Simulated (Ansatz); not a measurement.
## Frequency calculation, with input and output: WH3Cl4OF

WH3Cl4OF, computed with RHF/def2-SVP (Ansatz 0.2.0).

It belongs to a series of runs on one base structure; here: vibrations at the highest image of the band.

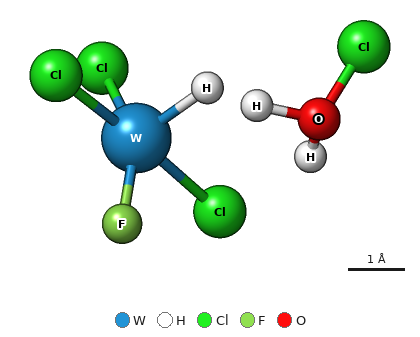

Fig. 1: The input geometry (ball-and-stick view, seen at a tilt). Sticks mark near contacts.

## Summary

| quantity | value |
| --- | --- |
| outcome | converged |
| total energy | −56591.2753 eV |
| mean-field energy | −56591.2753 eV |
| largest force (length of the vector) | 0.019 eV/Å |
| hardware | 4 threads of Arm Neoverse V2, 24 GiB of memory available, shared host |
| wall time | 84 s (CPU time 5.1 min) |
| peak memory | 0.49 GiB |

## Input file
```yaml
crystal:
  periodic: [false, false, false]
  atoms:
    - { symbol: W, position_ang: [-0.159156, -0.702263, -0.177266] }
    - { symbol: H, position_ang: [-0.461159, 0.649719, 0.914756] }
    - { symbol: Cl, position_ang: [2.324298, -0.349085, -0.329721] }
    - { symbol: Cl, position_ang: [1.339359, 3.363271, 1.015599] }
    - { symbol: Cl, position_ang: [-2.482311, -1.16342, 0.058847] }
    - { symbol: F, position_ang: [0.240812, -2.1798, 0.818316] }
    - { symbol: Cl, position_ang: [-0.398815, 0.156628, -2.27586] }
    - { symbol: O, position_ang: [1.413843, 1.747268, 1.453421] }
    - { symbol: H, position_ang: [2.133424, 1.293245, 0.964357] }
    - { symbol: H, position_ang: [0.456201, 1.100639, 1.105951] }
basis:
  gaussian: { orbitals: def2-SVP }
hamiltonian:
  xc: hf
phonons: {}
```

Command:
```bash
ansatz run input.yaml --threads 4 --pin off --max-ram 5120MiB --backend cpu --events-out ev --progress --plain --runs-dir out
```

## Log
```
Engine: ansatz 0.2.0, aarch64-unknown-linux-gnu
Functional definition: HF
  exchange = exact_x
  correlation = 0
1486 factors; integrals over basis functions are off by at most 4.7e-4 eV
mean field evaluation 1: about -56584.0263 eV, gradient 4.8e1 eV
mean field evaluation 2: about -56584.3453 eV, gradient 4.9e1 eV
mean field evaluation 4: about -56591.0321 eV, gradient 4.8e0 eV
mean field evaluation 8: about -56591.2642 eV, gradient 7.6e-1 eV
mean field evaluation 16: about -56591.2753 eV, gradient 2.3e-5 eV
mean field evaluation 32: about -56589.0656 eV, gradient 1.3e0 eV
mean field -56591.27525143 eV, -2079.6910065459 hartree, gradient 2.3e-5 eV, S^2 0.000000; 0 other end points of the search recorded, 0 dependent functions left out
the calculation of the forces begins
reference -56591.27525143 eV, -2079.6910065459 hartree; 51, 51 occupied and 96, 96 virtual orbitals, 1486 factors
these checks for a lower state are left out or cut short: stability, starts, cluster_reference, orbital_swaps, neighbouring_geometries, increment
1486 factors; integrals over basis functions are off by at most 4.7e-4 eV
mean field evaluation 64: about -56591.2752 eV, gradient 3.5e-6 eV
mean field -56591.27517407 eV, -2079.6910037029 hartree, gradient 3.5e-6 eV, S^2 0.000000; 0 other end points of the search recorded, 0 dependent functions left out
[... from here on the field's lines of each further geometry are left out, up to the last ...]
the calculation of the forces begins
reference -56591.27525367 eV, -2079.6910066283 hartree; 51, 51 occupied and 96, 96 virtual orbitals, 1486 factors
these checks for a lower state are left out or cut short: stability, starts, cluster_reference, orbital_swaps, neighbouring_geometries, increment
1486 factors; integrals over basis functions are off by at most 4.7e-4 eV
mean field evaluation 480: about -56591.2752 eV, gradient 2.3e-4 eV
mean field -56591.27522281 eV, -2079.6910054944 hartree, gradient 4.2e-6 eV, S^2 0.000000; 0 other end points of the search recorded, 0 dependent functions left out
the calculation of the forces begins
reference -56591.27522281 eV, -2079.6910054944 hartree; 51, 51 occupied and 96, 96 virtual orbitals, 1486 factors
WARN: phonons: modes at or below zero, which the zero-point energy, F, S and C_V leave out: 1, the lowest at -1308.28 cm⁻¹. A minimum has none, and a first-order saddle one
Total energy: -56591.27525143 eV, -2079.6910065459 hartree
Atom 0 at    -0.159156    -0.702263    -0.177266 Å, force    -0.000728     0.002154     0.002836 eV/Å
Atom 1 at    -0.461159     0.649719     0.914756 Å, force    -0.000333    -0.000200    -0.001938 eV/Å
Atom 2 at     2.324298    -0.349085    -0.329721 Å, force     0.000852     0.003377     0.000814 eV/Å
Atom 3 at     1.339359     3.363271     1.015599 Å, force     0.000717    -0.010737     0.004194 eV/Å
Atom 4 at    -2.482311    -1.163420     0.058847 Å, force     0.000228     0.000195     0.000555 eV/Å
Atom 5 at     0.240812    -2.179800     0.818316 Å, force     0.000675    -0.001553     0.001275 eV/Å
Atom 6 at    -0.398815     0.156628    -2.275860 Å, force    -0.000753    -0.001511    -0.004059 eV/Å
Atom 7 at     1.413843     1.747268     1.453421 Å, force    -0.001184    -0.011431    -0.015250 eV/Å
Atom 8 at     2.133424     1.293245     0.964357 Å, force     0.000987     0.008028     0.005401 eV/Å
Atom 9 at     0.456201     1.100639     1.105951 Å, force    -0.000459     0.011678     0.006173 eV/Å
Dipole moment:     0.531799     1.173303     0.382377 e Å
Vibrations: -1308.28 29.87 66.68 81.33 88.97 113.52 147.06 155.61 207.88 241.42 248.92 293.71 353.72 408.97 553.19 738.77 748.73 845.55 1200.78 1407.60 1463.18 1597.45 2008.52 3550.68 cm⁻¹, zero-point energy 1.026100 eV
```

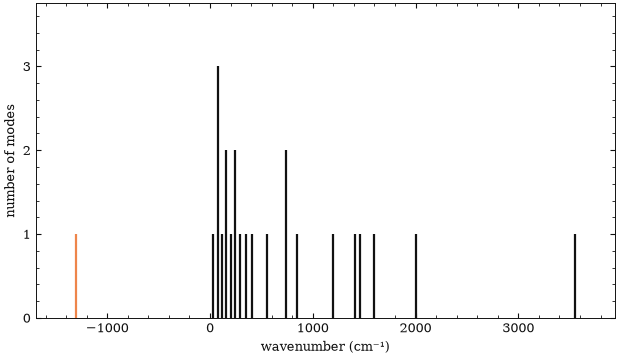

Fig. 2: Harmonic vibrational wavenumbers from the force constants; neighbouring modes closer than 22 cm⁻¹ are counted in one stick, and imaginary ones are drawn at negative wavenumbers. 24 modes from 1308i to 3551 cm⁻¹, 1 imaginary beyond 8i (1308i cm⁻¹): a first-order saddle point, if the geometry is stationary.
